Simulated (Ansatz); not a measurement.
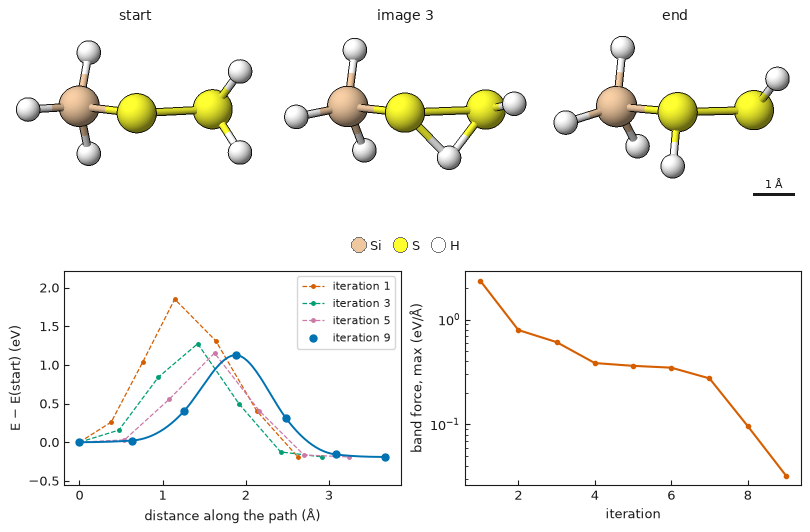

NEB run on SiH₅S₂ (charge +1). Images are numbered from 0 (start) to 6 (end). The plot follows the band through its iterations. Style: ball-and-stick. Shown at a tilt.

Method: Ansatz 0.2.0, RKS PBE-D4/6-31G*. Run with 5 movable images; climbing image; force threshold 0.05 eV/Å; iteration limit 60; starting path through a guess of the saddle point.

Judge this run.

The result is final at these settings. The band converged in 9 iterations. The largest component of the band force went from 2.4 to 0.033 eV/Å. The climbing image converged on the top of the path. Its vibrational analysis gives one imaginary mode (1036i cm⁻¹), as a transition state must have. The first iteration put the highest image at 1.85 eV. Forward barrier 1.13 eV, backward barrier 1.32 eV, with image 3 at the top; the reaction energy is −0.19 eV.
